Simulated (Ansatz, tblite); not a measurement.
**The cluster AlN₂: isomers from a random search**

Aim: relax the candidate shapes of the cluster AlN₂ that a cheap search turned up, and see how the levels of theory order them.

Computed with Ansatz 0.2.0, Gaussian basis. Level: relaxed with r2SCAN-D4/def2-TZVP, doublet.

## 1. Starting geometry

3 atoms, charge 0, spin multiplicity 2.

Atoms are counted from 1 here; the program's logs count them from 0.

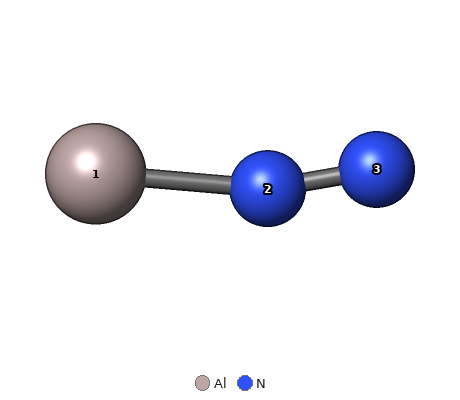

As it starts; aluminium light grey, nitrogen blue; atoms are numbered from 1 in the order of the file.

As a file:

```xyz
3

Al   -1.55423   -0.30579   -0.13579
N     0.20076    0.15063   -0.01396
N     1.35348    0.15516    0.14974
```

A search from random starts with GFN2-xTB found 4 distinct shapes; 2 go on here. The structure above is candidate A, which lies 0.00 eV above the lowest at that level; B lies 0.17 eV above the lowest at that level.

## 2. Relaxing candidate A

in.yaml

```yaml
crystal:
  periodic: [false, false, false]
  atoms:
    - {symbol: Al, position_ang: [-1.554230, -0.305790, -0.135790]}
    - {symbol: N, position_ang: [0.200760, 0.150630, -0.013960]}
    - {symbol: N, position_ang: [1.353480, 0.155160, 0.149740]}
basis:
  gaussian: {orbitals: def2-TZVP}
magnetization: {spin_polarized: true, initial_magnetization: 1}
hamiltonian: {xc: r2scan, dispersion: d4}
scf: {omitted_lower_state_checks: [starts]}
output: {orbitals: {seedname: orbitals}}
relax: {f_tol: 0.02, max_steps: 100}
```

Command:

```sh
$ ansatz run in.yaml --threads 4 --pin off --events-out ev --progress --plain --max-ram 3916MiB
```

Output, cut to the lines that bear on the results:

```text
Functional definition: r2SCAN
  name "r2SCAN"
  cite "Furness, Kaplan, Ning, Perdew & Sun, J. Phys. Chem. Lett. 11, 8208 (2020) doi:10.1021/acs.jpclett.0c02405"
  cite "Furness, Kaplan, Ning, Perdew & Sun, J. Phys. Chem. Lett. 11, 9248 (2020) doi:10.1021/acs.jpclett.0c03077"
  parent r2scan
[...]
569 factors; their error is unknown
[...]
mean field -9574.35755173 eV, -351.8511502934 hartree, gradient 5.1e-6 eV, S^2 0.761134; 0 other end points of the search recorded, 0 dependent functions left out
[...]
reference -9574.35756321 eV, -351.8511507154 hartree; 14, 13 occupied and 85, 86 virtual orbitals, 569 factors
relax step   1: F+E_penalty+E_count = -9574.37017564 eV  Δ(F+E_penalty+E_count) = +0.000e0 eV  max|allowed force component| = 3.528e0 eV/Å  Δτ_max = 0.0000 Å  (62 SCF iters, accepted)
[...]
relax step   5: F+E_penalty+E_count = -9574.51584631 eV  Δ(F+E_penalty+E_count) = -2.745e-4 eV  max|allowed force component| = 8.081e-2 eV/Å  Δτ_max = 0.0025 Å  (163 SCF iters, accepted)
[...]
relax step   6: F+E_penalty+E_count = -9574.51618962 eV  Δ(F+E_penalty+E_count) = -3.433e-4 eV  max|allowed force component| = 6.071e-3 eV/Å  Δτ_max = 0.0072 Å  (156 SCF iters, accepted)
[...]
569 factors; their error is unknown
mean field -9574.50367819 eV, -351.8565203418 hartree, gradient 9.5e-10 eV, S^2 0.762364; 0 other end points of the search recorded, 0 dependent functions left out
[...]
reference -9574.50368990 eV, -351.8565207720 hartree; 14, 13 occupied and 85, 86 virtual orbitals, 569 factors
Total energy: -9574.51620133 eV, -351.8569805586 hartree
Atom 0 at    -1.663217    -0.287592    -0.156546 Å, force    -0.004334     0.001405    -0.001019 eV/Å
Atom 1 at     0.275395     0.055250     0.023754 Å, force    -0.001206    -0.006071     0.001548 eV/Å
Atom 2 at     1.387832     0.232342     0.132782 Å, force     0.005539     0.004666    -0.000530 eV/Å
Dipole moment:    -0.086406    -0.011891    -0.008568 e Å
Checks for a lower state left out: starts
```

Run time: 45 s. Hardware: 4 threads of Arm Neoverse V2, shared host.

Step by step:

```tsv
step	energy from step 1 (eV)	largest force component (eV/Å)
1	0.0000	3.5284
2	-0.0744	1.6844
3	-0.1358	0.5494
4	-0.1454	0.0810
5	-0.1457	0.0808
6	-0.1460	0.0061
```

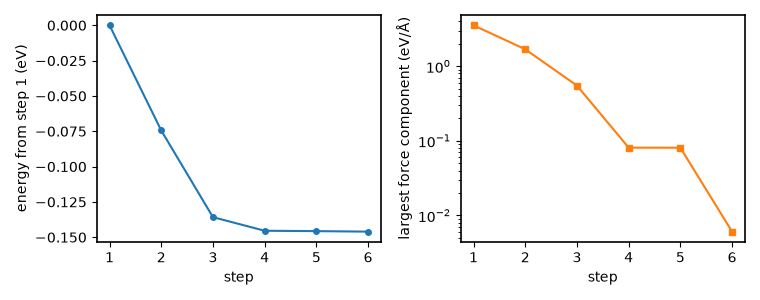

Energy and force, step by step.

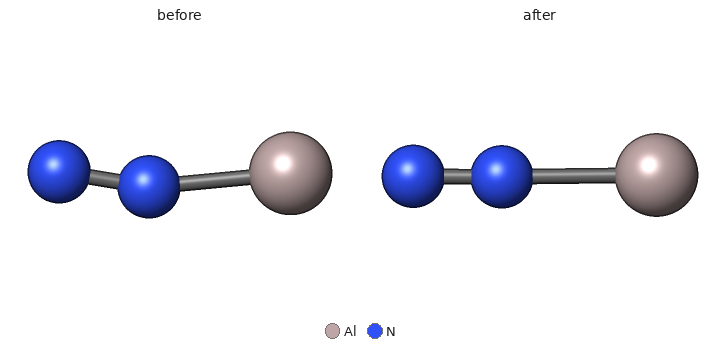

The geometry before (left) and after (right).

Close pairs (by a distance rule), those that changed most:

```tsv
bond	before (Å)	after (Å)	change (Å)
Al1–N2	1.817	1.977	+0.159
N2–N3	1.164	1.132	-0.033
```

## 3. Relaxing candidate B

in.yaml

```yaml
crystal:
  periodic: [false, false, false]
  atoms:
    - {symbol: Al, position_ang: [-0.393830, -1.097800, -0.465020]}
    - {symbol: N, position_ang: [0.009320, 0.390310, 0.767720]}
    - {symbol: N, position_ang: [0.384510, 0.707490, -0.302700]}
basis:
  gaussian: {orbitals: def2-TZVP}
magnetization: {spin_polarized: true, initial_magnetization: 1}
hamiltonian: {xc: r2scan, dispersion: d4}
scf: {omitted_lower_state_checks: [starts]}
output: {orbitals: {seedname: orbitals}}
relax: {f_tol: 0.02, max_steps: 100}
```

Launched as before.

Output, cut to the lines that bear on the results:

```text
Functional definition: r2SCAN
  name "r2SCAN"
  cite "Furness, Kaplan, Ning, Perdew & Sun, J. Phys. Chem. Lett. 11, 8208 (2020) doi:10.1021/acs.jpclett.0c02405"
  cite "Furness, Kaplan, Ning, Perdew & Sun, J. Phys. Chem. Lett. 11, 9248 (2020) doi:10.1021/acs.jpclett.0c03077"
  parent r2scan
[...]
569 factors; their error is unknown
[...]
mean field -9574.24977952 eV, -351.8471897379 hartree, gradient 1.9e-5 eV, S^2 0.757405; 0 other end points of the search recorded, 0 dependent functions left out
[...]
reference -9574.24979063 eV, -351.8471901460 hartree; 14, 13 occupied and 85, 86 virtual orbitals, 569 factors
relax step   1: F+E_penalty+E_count = -9574.26089725 eV  Δ(F+E_penalty+E_count) = +0.000e0 eV  max|allowed force component| = 1.571e0 eV/Å  Δτ_max = 0.0000 Å  (41 SCF iters, accepted)
[...]
relax step   5: F+E_penalty+E_count = -9574.40712792 eV  Δ(F+E_penalty+E_count) = -1.331e-4 eV  max|allowed force component| = 4.419e-2 eV/Å  Δτ_max = 0.0042 Å  (45 SCF iters, accepted)
[...]
relax step   6: F+E_penalty+E_count = -9574.40714344 eV  Δ(F+E_penalty+E_count) = -1.552e-5 eV  max|allowed force component| = 1.969e-4 eV/Å  Δτ_max = 0.0007 Å  (45 SCF iters, accepted)
[...]
569 factors; their error is unknown
[...]
mean field -9574.39580399 eV, -351.8525560382 hartree, gradient 1.9e-5 eV, S^2 0.759330; 0 other end points of the search recorded, 0 dependent functions left out
[...]
reference -9574.39581559 eV, -351.8525564644 hartree; 14, 13 occupied and 85, 86 virtual orbitals, 569 factors
Total energy: -9574.40715504 eV, -351.8529731813 hartree
Atom 0 at    -0.434111    -1.209868    -0.512134 Å, force    -0.000047    -0.000092     0.000026 eV/Å
Atom 1 at     0.032302     0.448419     0.782491 Å, force     0.000037    -0.000012    -0.000197 eV/Å
Atom 2 at     0.401809     0.761449    -0.270356 Å, force     0.000010     0.000105     0.000171 eV/Å
Dipole moment:    -0.048500    -0.135179    -0.057239 e Å
Checks for a lower state left out: starts
```

Wall time 11 s (4 threads of Arm Neoverse V2, shared host).

Step by step:

```tsv
step	energy from step 1 (eV)	largest force component (eV/Å)
1	0.0000	1.5710
2	-0.0677	1.0682
3	-0.1386	0.7778
4	-0.1461	0.0398
5	-0.1462	0.0442
6	-0.1462	0.0002
```

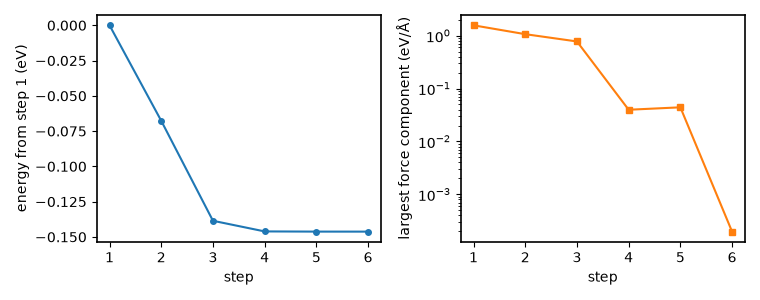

Energy and largest force along the relaxation.

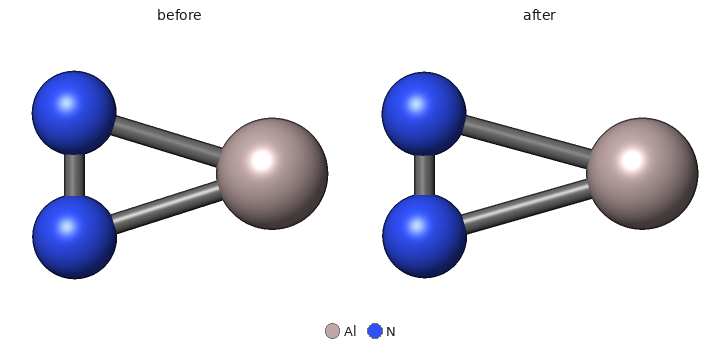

Before and after, at one scale.

Distances of close pairs at the start and the end, largest changes first:

```tsv
bond	before (Å)	after (Å)	change (Å)
Al1–N3	1.973	2.155	+0.182
Al1–N2	1.974	2.155	+0.181
N2–N3	1.178	1.159	-0.019
```

## 4. The relaxed candidates

```tsv
candidate	point group	bonds (count, mean Å)	energy above the lowest (kcal/mol)
A	Cinfv	Al–N 1, 1.98; N–N 1, 1.13	0.0
B	C2v	Al–N 2, 2.15; N–N 1, 1.16	2.5
```

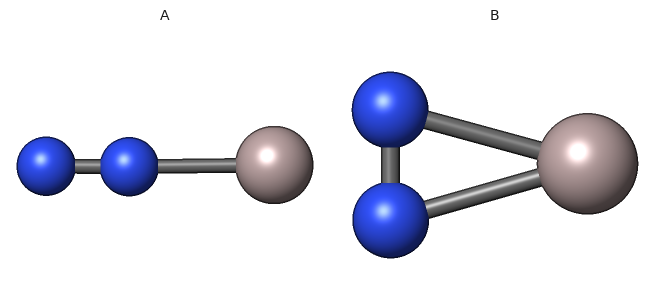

The candidates after relaxation.

## 5. Candidate B, GFN1-xTB

Tight binding, by tblite at 300 K electronic temperature and without a spin-polarisation term:

```python
tblite.interface.Calculator('GFN1-xTB', numbers, positions, charge=0, uhf=1).singlepoint()
```

Energy -207.2207 eV; 0.002 s.

## 6. Candidate B, GFN2-xTB

Tight binding, by tblite at 300 K electronic temperature and without a spin-polarisation term:

```python
tblite.interface.Calculator('GFN2-xTB', numbers, positions, charge=0, uhf=1).singlepoint()
```

Energy -184.0779 eV; 0.002 s.

## 7. Candidate B, PBE0-D4/def2-TZVP

start.molden holds the orbitals of an earlier run on this state, given as this run's starting guess.

in.yaml

```yaml
crystal:
  periodic: [false, false, false]
  atoms:
    - {symbol: Al, position_ang: [-0.434111, -1.209868, -0.512134]}
    - {symbol: N, position_ang: [0.032302, 0.448419, 0.782491]}
    - {symbol: N, position_ang: [0.401809, 0.761449, -0.270356]}
basis:
  gaussian: {orbitals: def2-TZVP, initial_orbitals: start.molden}
magnetization: {spin_polarized: true, initial_magnetization: 1}
hamiltonian: {xc: pbe0, dispersion: d4}
scf: {omitted_lower_state_checks: [starts]}
output: {orbitals: {seedname: orbitals}}
```

The command is unchanged.

Output:

```text
Functional definition: PBE0
  name "PBE0"
  cite "Adamo & Barone, J. Chem. Phys. 110, 6158 (1999) doi:10.1063/1.478522"
  cite "Perdew, Burke & Ernzerhof, Phys. Rev. Lett. 77, 3865 (1996) doi:10.1103/PhysRevLett.77.3865"
  parent pbe
  parameter a = 0.25
  parameter kappa = 0.804
  parameter beta = 0.06672455060314922
  exchange = (1 - a)*pbe_x(kappa = kappa, mu = beta*pi^2/3) + a*exact_x
  correlation = pbe_c(beta = beta)
these checks for a lower state are left out or cut short: starts
589 factors; their error is unknown
mean field evaluation 1: about -9570.2170 eV, gradient 3.4e0 eV
mean field evaluation 2: about -9570.2419 eV, gradient 4.8e-2 eV
mean field evaluation 4: about -9570.2668 eV, gradient 3.3e-4 eV
mean field evaluation 8: about -9570.2668 eV, gradient 1.2e-5 eV
mean field -9570.26682462 eV, -351.7008188451 hartree, gradient 1.2e-5 eV, S^2 0.755745; 0 other end points of the search recorded, 0 dependent functions left out
reference -9570.26684720 eV, -351.7008196747 hartree; 14, 13 occupied and 85, 86 virtual orbitals, 589 factors
Total energy: -9570.31301660 eV, -351.7025163689 hartree
Checks for a lower state left out: starts
```

It took 0.7 s on 4 threads of Arm Neoverse V2, shared host.

Report: HOMO -5.25 eV, LUMO -2.07 eV (over both spins); ⟨S²⟩ 0.756 (pure: 0.75).

## 8. Candidate B, PBE-D4/def2-TZVP

Edit in.yaml of step 7 so:

```diff
@@ -9,4 +9,4 @@
 magnetization: {spin_polarized: true, initial_magnetization: 1}
-hamiltonian: {xc: pbe0, dispersion: d4}
+hamiltonian: {xc: pbe, dispersion: d4}
 scf: {omitted_lower_state_checks: [starts]}
-output: {orbitals: {seedname: orbitals}}
+output: {forces: true, orbitals: {seedname: orbitals}}
```

Same command.

Output, cut to the lines that bear on the results:

```text
Functional definition: PBE
  name "PBE"
  cite "Perdew, Burke & Ernzerhof, Phys. Rev. Lett. 77, 3865 (1996) doi:10.1103/PhysRevLett.77.3865"
  parent pbe
[...]
569 factors; their error is unknown
[...]
mean field -9569.98673760 eV, -351.6905258367 hartree, gradient 5.5e-6 eV, S^2 0.754081; 0 other end points of the search recorded, 0 dependent functions left out
[...]
reference -9569.98676808 eV, -351.6905269568 hartree; 14, 13 occupied and 85, 86 virtual orbitals, 569 factors
Total energy: -9570.04280214 eV, -351.6925861706 hartree
Atom 0 at    -0.434111    -1.209868    -0.512134 Å, force    -0.116646    -0.325052    -0.137527 eV/Å
Atom 1 at     0.032302     0.448419     0.782491 Å, force    -0.220508    -0.073759     0.863097 eV/Å
Atom 2 at     0.401809     0.761449    -0.270356 Å, force     0.337154     0.398811    -0.725570 eV/Å
Dipole moment:    -0.051315    -0.143024    -0.060560 e Å
Checks for a lower state left out: starts
```

It took 0.7 s on 4 threads of Arm Neoverse V2, shared host.

From the report: HOMO -4.19 eV, LUMO -3.12 eV (over both spins); ⟨S²⟩ 0.754 (pure: 0.75).

## 9. Candidate B, r2SCAN-D4/def2-TZVP

Edit in.yaml of step 8 so:

```diff
@@ -9,4 +9,4 @@
 magnetization: {spin_polarized: true, initial_magnetization: 1}
-hamiltonian: {xc: pbe, dispersion: d4}
+hamiltonian: {xc: r2scan, dispersion: d4}
 scf: {omitted_lower_state_checks: [starts]}
-output: {forces: true, orbitals: {seedname: orbitals}}
+output: {orbitals: {seedname: orbitals}}
```

Launched as before.

Output:

```text
Functional definition: r2SCAN
  name "r2SCAN"
  cite "Furness, Kaplan, Ning, Perdew & Sun, J. Phys. Chem. Lett. 11, 8208 (2020) doi:10.1021/acs.jpclett.0c02405"
  cite "Furness, Kaplan, Ning, Perdew & Sun, J. Phys. Chem. Lett. 11, 9248 (2020) doi:10.1021/acs.jpclett.0c03077"
  parent r2scan
  parameter k0 = 0.174
  parameter k1 = 0.065
  parameter a1 = 4.9479
  exchange = r2scan_x(k0 = k0, k1 = k1, a1 = a1)
  correlation = r2scan_c
these checks for a lower state are left out or cut short: starts
569 factors; their error is unknown
mean field evaluation 1: about -9574.3751 eV, gradient 3.5e0 eV
mean field evaluation 2: about -9574.4002 eV, gradient 4.2e-2 eV
mean field evaluation 4: about -9574.3958 eV, gradient 3.0e-4 eV
mean field evaluation 8: about -9574.3958 eV, gradient 2.1e-5 eV
mean field -9574.39580400 eV, -351.8525560383 hartree, gradient 2.1e-5 eV, S^2 0.759330; 0 other end points of the search recorded, 0 dependent functions left out
reference -9574.39581559 eV, -351.8525564645 hartree; 14, 13 occupied and 85, 86 virtual orbitals, 569 factors
Total energy: -9574.40715504 eV, -351.8529731813 hartree
Checks for a lower state left out: starts
```

Wall time 1.5 s (4 threads of Arm Neoverse V2, shared host).

Report: HOMO -4.51 eV, LUMO -2.82 eV (over both spins); ⟨S²⟩ 0.759 (pure: 0.75).

## 10. Candidate B, LDA/def2-TZVP

Edit in.yaml of step 9 so:

```diff
@@ -9,3 +9,3 @@
 magnetization: {spin_polarized: true, initial_magnetization: 1}
-hamiltonian: {xc: r2scan, dispersion: d4}
+hamiltonian: {xc: lda}
 scf: {omitted_lower_state_checks: [starts]}
```

Launched as before.

Output:

```text
Functional definition: SPW92
  name "SPW92"
  cite "Dirac, Proc. Camb. Phil. Soc. 26, 376 (1930) doi:10.1017/S0305004100016108"
  cite "Slater, Phys. Rev. 81, 385 (1951) doi:10.1103/PhysRev.81.385"
  cite "Perdew & Wang, Phys. Rev. B 45, 13244 (1992) doi:10.1103/PhysRevB.45.13244"
  exchange = slater_x
  correlation = pw_c
these checks for a lower state are left out or cut short: starts
569 factors; their error is unknown
mean field evaluation 1: about -9524.2450 eV, gradient 2.2e1 eV
mean field evaluation 2: about -9524.4961 eV, gradient 3.6e-1 eV
mean field evaluation 4: about -9524.4900 eV, gradient 2.1e-1 eV
mean field evaluation 8: about -9524.4901 eV, gradient 1.8e-5 eV
mean field -9524.49012182 eV, -350.0185560455 hartree, gradient 1.8e-5 eV, S^2 0.751711; 0 other end points of the search recorded, 0 dependent functions left out
reference -9524.49014897 eV, -350.0185570433 hartree; 14, 13 occupied and 85, 86 virtual orbitals, 569 factors
Total energy: -9524.49014897 eV, -350.0185570433 hartree
Checks for a lower state left out: starts
```

Run time: 0.4 s. Hardware: 4 threads of Arm Neoverse V2, shared host.

HOMO -4.22 eV, LUMO -3.45 eV (over both spins); ⟨S²⟩ 0.752 (pure: 0.75).

## 11. Candidate B, LC-ωPBE/def2-TZVP

Edit in.yaml of step 10 so:

```diff
@@ -9,3 +9,3 @@
 magnetization: {spin_polarized: true, initial_magnetization: 1}
-hamiltonian: {xc: lda}
+hamiltonian: {xc: {name: LC-wPBE}}
 scf: {omitted_lower_state_checks: [starts]}
```

The command is unchanged.

Output, cut to the lines that bear on the results:

```text
Functional definition: LC-wPBE
  name "LC-wPBE"
  cite "Vydrov & Scuseria, J. Chem. Phys. 125, 234109 (2006) doi:10.1063/1.2409292"
  cite "Heyd & Scuseria, J. Chem. Phys. 120, 7274 (2004) doi:10.1063/1.1668634"
  cite "Ernzerhof & Perdew, J. Chem. Phys. 109, 3313 (1998) doi:10.1063/1.476928"
  cite "Perdew, Burke & Ernzerhof, Phys. Rev. Lett. 77, 3865 (1996) doi:10.1103/PhysRevLett.77.3865"
  parent pbe
[...]
569 factors; their error is unknown
182 factors; integrals over basis functions are off by at most 3.6e-5 eV
[...]
mean field -9572.02461840 eV, -351.7654165747 hartree, gradient 8.4e-6 eV, S^2 0.756475; 0 other end points of the search recorded, 0 dependent functions left out
reference -9572.02461840 eV, -351.7654165749 hartree; 14, 13 occupied and 85, 86 virtual orbitals, 569 factors
Total energy: -9572.02461840 eV, -351.7654165749 hartree
Checks for a lower state left out: starts
```

Wall time 1.2 s (4 threads of Arm Neoverse V2, shared host).

From the report: HOMO -7.78 eV, LUMO 0.13 eV (over both spins); ⟨S²⟩ 0.756 (pure: 0.75).

## 12. Candidate B, CCSD(T)/def2-TZVPP

in.yaml

```yaml
crystal:
  periodic: [false, false, false]
  atoms:
    - {symbol: Al, position_ang: [-0.434111, -1.209868, -0.512134]}
    - {symbol: N, position_ang: [0.032302, 0.448419, 0.782491]}
    - {symbol: N, position_ang: [0.401809, 0.761449, -0.270356]}
basis:
  gaussian: {orbitals: def2-TZVPP, initial_orbitals: start.molden}
magnetization: {spin_polarized: true, initial_magnetization: 1}
correlation: {method: ccsd_t}
scf: {omitted_lower_state_checks: [starts, cluster_reference]}
output: {orbitals: {seedname: orbitals}}
```

Launched as before.

Output, cut to the lines that bear on the results:

```text
Functional definition: HF
  name "HF"
  cite "Fock, Z. Phys. 61, 126 (1930) doi:10.1007/BF01340294"
  parent pbe
[...]
656 factors; integrals over basis functions are off by at most 9.4e-4 eV
[...]
mean field -9546.73454629 eV, -350.8360235670 hartree, gradient 4.9e-6 eV, S^2 0.767022; 0 other end points of the search recorded, 0 dependent functions left out
7 core orbitals not correlated: weight in the atoms' cores, before any rotation towards them, 1.000 or more for the frozen orbitals, at most 0.000 for the correlated occupied ones
reference -9546.73454629 eV, -350.8360235670 hartree; 7, 6 occupied and 90, 91 virtual orbitals, 656 factors
second order -11.53420537 eV of doubles, -0.00000000 eV of singles
cycle   1  -11.31102865 eV  change    2.2e-1 eV  update   1.1e-1
[...]
cycle  12  -11.88328571 eV  change    9.3e-6 eV  update   6.1e-6
perturbative correction -0.63442153 eV, -0.0233145613 hartree
Total energy: -9559.25225353 eV, -351.2960408233 hartree
Checks for a lower state left out: starts, cluster_reference
```

Wall time 2.1 s (4 threads of Arm Neoverse V2, shared host).

From the report: Hartree-Fock HOMO -8.35 eV, LUMO 0.81 eV (over both spins); ⟨S²⟩ 0.767 (pure: 0.75); T1 0.029.

## 13. B against A

The energies of A at these levels come from its own runs, whose logs aren't repeated here.

Differences are taken before rounding.

```tsv
method	B above A (kcal/mol)	from CCSD(T)/def2-TZVPP (kcal/mol)	time
GFN1-xTB	-10.69	-11.51	0.003 s
GFN2-xTB	2.36	+1.53	0.003 s
HF/def2-TZVPP	1.49	+0.66	
LDA/def2-TZVP	2.03	+1.21	1.1 s
PBE-D4/def2-TZVP	2.72	+1.90	2 s
r2SCAN-D4/def2-TZVP†	2.51	+1.69	17 s
PBE0-D4/def2-TZVP	1.64	+0.81	6.2 s
LC-ωPBE/def2-TZVP	-0.67	-1.49	2.9 s
MP2/def2-TZVPP	-2.55	-3.38	
CCSD/def2-TZVPP	1.08	+0.26	
CCSD(T)/def2-TZVPP	0.82	0	4.7 s
```

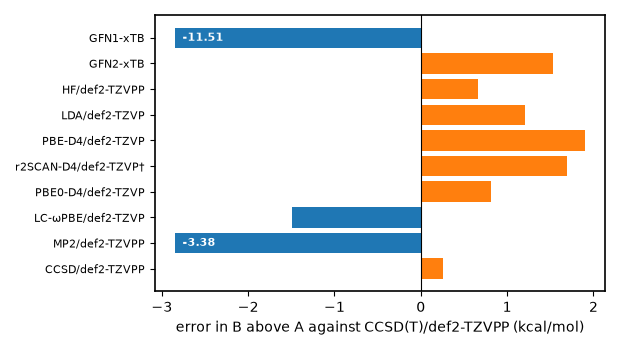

Error of each method against CCSD(T)/def2-TZVPP. Bars with a number in them are cut short.

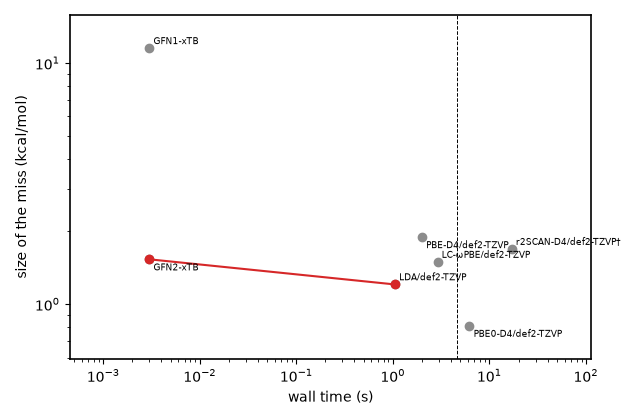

Miss against cost. Red marks the levels that no quicker level drawn beats (of those quicker than the yardstick), and the dashed line is the time of CCSD(T)/def2-TZVPP. Times are from a shared host.

Times add the two runs; a level without a time comes out of a correlated run. † marks a level with a doubtful state (flagged, unstable, out of aufbau order, or strongly spin-contaminated); such levels are left out of the summary.

## 14. What came out

| quantity | value |
| --- | --- |
| B above A, CCSD(T)/def2-TZVPP | +0.82 kcal/mol |
| levels that put B lower | GFN1-xTB, LC-ωPBE/def2-TZVP, MP2/def2-TZVPP |

**Reading.** The levels disagree on B and A: 3 of 10 put B lower. The reference is CCSD(T) in one finite basis, so it carries an error of its own, often a tenth of an eV or more, and near misses can't be ranked. The search was small, so a lower isomer may exist. Only doublets are compared; another spin may lie lower and prefer another shape.
